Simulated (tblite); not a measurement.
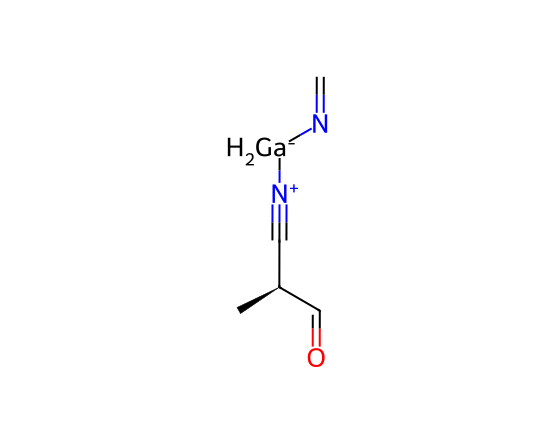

The picture comes from a calculation with tblite.

Give its SMILES.

C=[N][GaH2-][N+]#C[C@H](C)C=O

Give the formula, hydrogens included.

C5H9GaN2O.

An optimisation with GFN2-xTB gave a structure of which point group?

C1.
